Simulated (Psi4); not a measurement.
# BH3 (borane): SCS-DLPNO-MP2/pcseg-2 (density fitting, density fitting for correlation, pno convergence loose)

We compute a single-point energy of BH3 (borane). 

The calculation is run with Psi4 1.11.

4 further runs of the same task are left out: 1 that didn't finish, 3 set aside as unsound or not needed.

## 1. The structure to begin with

BH3: 4 atoms, total charge 0, spin state singlet. As SMILES, `B`. The shape is that of a PBE0-D4/def2-TZVP optimisation.

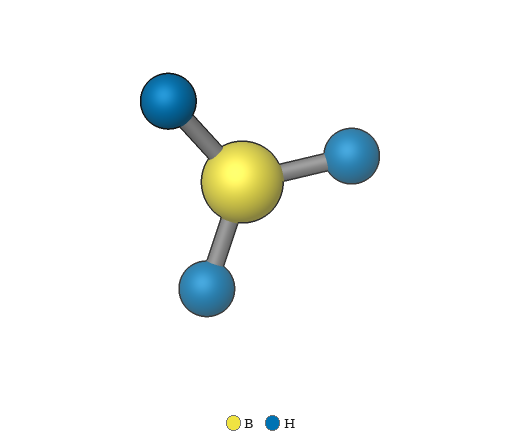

The structure, seen from a chosen angle (boron yellow, hydrogen blue).

## 2. A single-point energy at SCS-DLPNO-MP2/pcseg-2 (density fitting, density fitting for correlation, pno convergence loose)

The input, job.json:

```json
{
 "schema_name": "qcschema_input",
 "schema_version": 1,
 "molecule": {
  "schema_name": "qcschema_molecule",
  "schema_version": 2,
  "symbols": ["B", "H", "H", "H"],
  "geometry": [0.02626719, -0.02853486, -0.0096376, 1.856089, 0.72130846, 1.07487622, -0.52194236, -2.21438107, 0.08125822, -1.25553404, 1.40765699, -1.18466931],
  "molecular_charge": 0,
  "molecular_multiplicity": 1,
  "fix_symmetry": "c1"
 },
 "driver": "energy",
 "model": {
  "method": "scs-dlpno-mp2",
  "basis": "pcseg-2"
 },
 "keywords": {
  "reference": "rhf",
  "scf_type": "df",
  "freeze_core": true,
  "pno_convergence": "loose",
  "e_convergence": 1e-10
 }
}
```

Launch:

```console
$ psi4 --qcschema job.json -n 1 --memory 1600MB
```

stdout:

```text
[...]
  Running in c1 symmetry.
[...]
  Nuclear repulsion =    7.418838237178044
[...]
  Multiplicity = 1
[...]
  Nalpha       = 4
  Nbeta        = 4
[...]
    Number of basis functions: 72
[...]
   @DF-RHF iter   1:   -26.39071599710632   -7.40038e-01   1.30760e-03 DIIS/ADIIS
[...]
    Orbital Energies [Eh]
    ---------------------
    Doubly Occupied:
       1A     -7.608634     2A     -0.703011     3A     -0.497629
       4A     -0.497619
[...]
  @DF-RHF Final Energy:   -26.39917816917969
   => Energetics <=
    Nuclear Repulsion Energy =              7.4188382371780444
    One-Electron Energy =                 -49.0222462686940474
    Two-Electron Energy =                  15.2042298623363124
    Total Energy =                        -26.3991781691796916
[...]
 Multipole Moments:
 ------------------------------------------------------------------------------------
     Multipole            Electronic (a.u.)      Nuclear  (a.u.)        Total (a.u.)
 ------------------------------------------------------------------------------------
 L = 1.  Multiply by 2.5417464519 to convert [e a0] to [Debye]
 Dipole X            :          0.0001095           -0.0000804            0.0000291
 Dipole Y            :         -0.0000963            0.0000804           -0.0000159
 Dipole Z            :         -0.0002344            0.0001608           -0.0000736
 Magnitude           :                                                    0.0000807
[...]
  @LMP2 iter   5:  -0.112094418019 -3.608e-13  5.582e-10
[...]
```

The result, in JSON:

```text
{
 "driver": "energy",
 "model": {
  "method": "scs-dlpno-mp2",
  "basis": "pcseg-2"
 },
 "success": true,
 "return_result": -26.524131860305175,
 "properties": {
  "calcinfo_nbasis": 72,
  "calcinfo_nmo": 72,
  "calcinfo_nalpha": 4,
  "calcinfo_nbeta": 4,
  "calcinfo_natom": 4,
  "nuclear_repulsion_energy": 7.418838237178044,
  "return_energy": -26.524131860305175,
  "scf_one_electron_energy": -49.02224626869405,
  "scf_two_electron_energy": 15.204229862336312,
  "scf_dipole_moment": [2.9097854066906237e-05, -1.5860059056516107e-05, -7.358657690777204e-05],
  "scf_total_energy": -26.39917816917969,
  "scf_iterations": 7,
  "mp2_same_spin_correlation_energy": -0.011075884784496457,
  "mp2_opposite_spin_correlation_energy": -0.10105144127554355,
  "mp2_singles_energy": 0.0,
  "mp2_doubles_energy": -0.11212271592635183,
  "mp2_correlation_energy": -0.11212271592635183,
  "mp2_total_energy": -26.511300885106042
 }
}
```

It took 2.7 s on 1 thread of Intel Xeon Platinum 8259CL at 2.50GHz (Skylake/Cascade Lake), shared host; peak memory 0.2 GiB.

## 3. Results

At SCS-DLPNO-MP2/pcseg-2 (density fitting, density fitting for correlation, pno convergence loose), 1 core orbital frozen:

| quantity | value |
| --- | --- |
| total energy | -26.52413 Eh |
| HOMO energy (Hartree–Fock orbitals) | -13.54 eV |
| LUMO energy (Hartree–Fock orbitals) | 1.34 eV |
| HOMO–LUMO gap (Hartree–Fock orbitals) | 14.88 eV |
| correlation energy (1 core orbital frozen) | -125.0 mEh |
